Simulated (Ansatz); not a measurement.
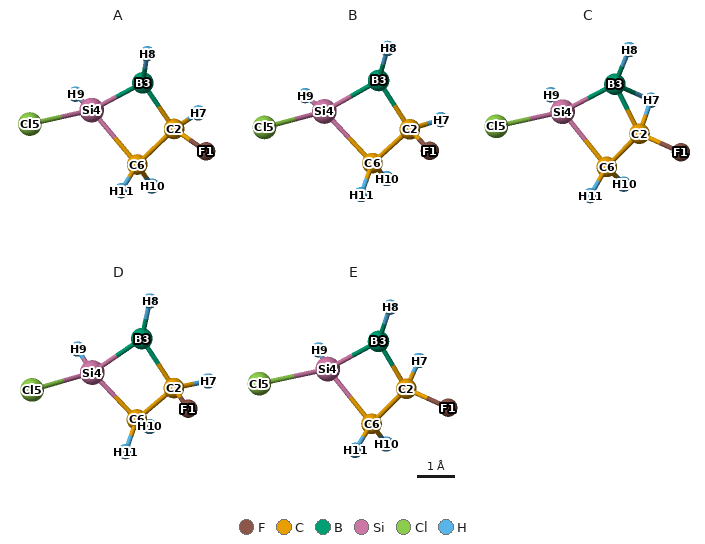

5 geometries from one relaxation of C$_{2}$H$_{5}$BClFSi (coarse preliminary run), in shuffled order. The picture is a ball-and-stick view, seen at a tilt.

The start comes from a force field.

All numbers below come from RKS PBE-D4/def2-SVP in Ansatz 0.2.0. (force threshold 0.03 eV/Å; at most 200 steps)

Question: Put them in the order of the run, from the start to the converged end.

Answer: D, B, A, E, C. They are steps 0, 3, 5, 10, 20, at +21.1 kcal/mol, +6.77 kcal/mol, +4.68 kcal/mol, +1.18 kcal/mol relative to the last. H7 moves most after the best rigid fit: 0.99 Å. Largest moves by element: H 0.99 Å, F 0.81 Å, Cl 0.46 Å, C 0.21 Å, B 0.18 Å, Si 0.12 Å. Near-neighbour distances that change, for instance: B3–H7 2.321 → 1.492 Å, Si4–C6 1.768 → 1.935 Å, C2–H7 1.140 → 1.248 Å, C2–B3 1.630 → 1.529 Å. Bond angles that change, for instance: B3–C2–H7 112.6° → 64.1°, F1–C2–B3 110.7° → 129.3°, Si4–C6–H10 109.9° → 122.5°. After 17 accepted moves (20 points after the start) the energy has fallen by 21.1 kcal/mol. Largest force component: 3.4 eV/Å at the start, 0.0046 eV/Å at the end. The line search rejected the trial steps at points 7, 11, 15 of the run.
